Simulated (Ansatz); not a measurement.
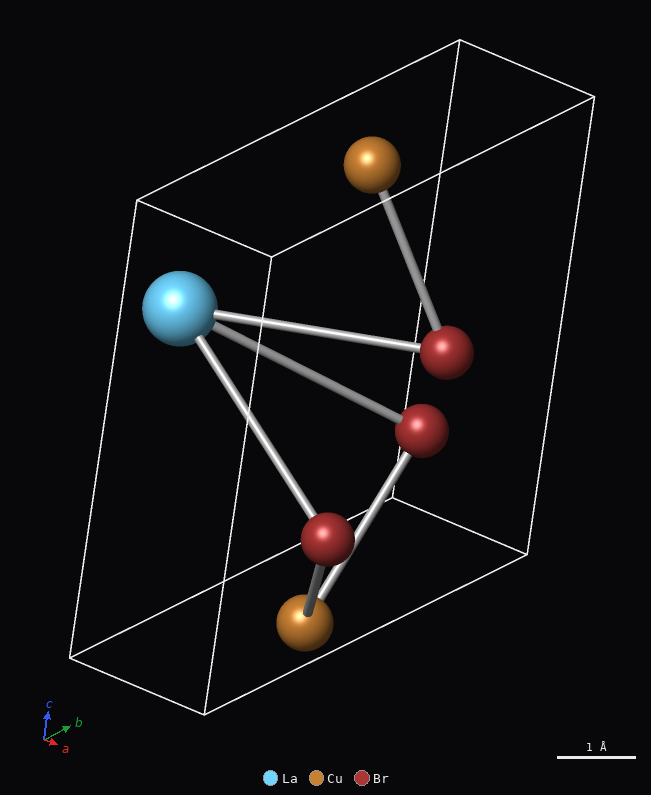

Ball-and-stick drawing of the structure, looking slightly off an axis. The parallelepiped is the simulation cell.

```xyz
5
Lattice="0.0000 4.8549 0.0000 4.8549 0.0000 0.0000 2.4275 2.4275 -5.9207" Properties=species:S:1:pos:R:3 pbc="T T T"
La    2.4275    2.4275   -4.3387
Cu    4.8549    4.8549   -5.6792
Br    2.4275    4.8549   -1.3890
Br    4.8549    2.4275   -1.3890
Br    4.8549    4.8549   -2.9426
```

Theory: DFT, PAW plane waves, PBE in Ansatz 0.2.0. Numerical settings: cutoff 420 eV, 8×8×8 k-points, Fermi-Dirac smearing of 0.1 eV, no spin polarisation.

Predict the Bader charges.

La +1.70 e; Cu +0.12 e; Br -0.63 to -0.57 e.

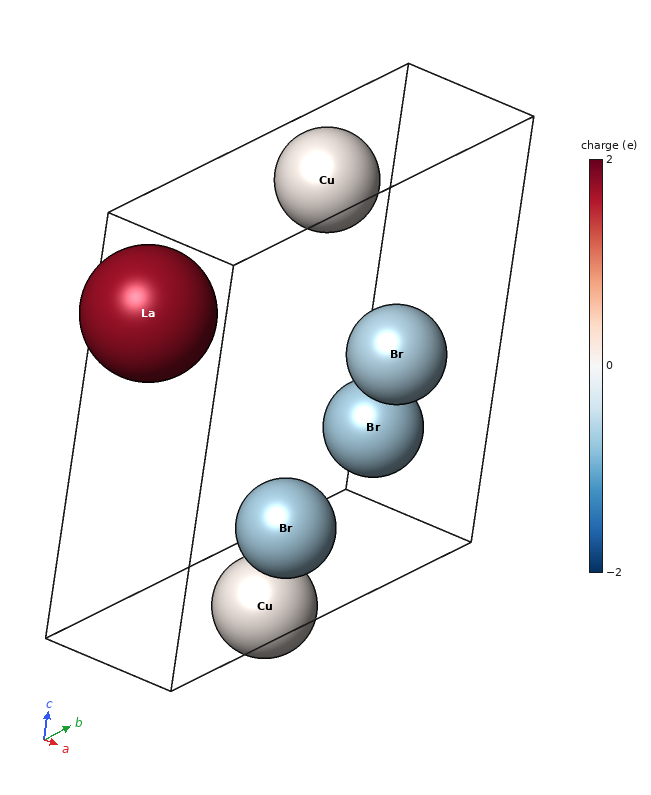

The atoms coloured by those charges.

The geometry is that of a generated cell, made by putting these elements into a known structure type (the compound may or may not exist in this form), without relaxation. It was run through Ansatz as a DFT input.

At this level of theory the cell isn't at rest (forces up to 4.4 eV/Å), so its distances can differ from those at equilibrium, the more so the softer the solid.
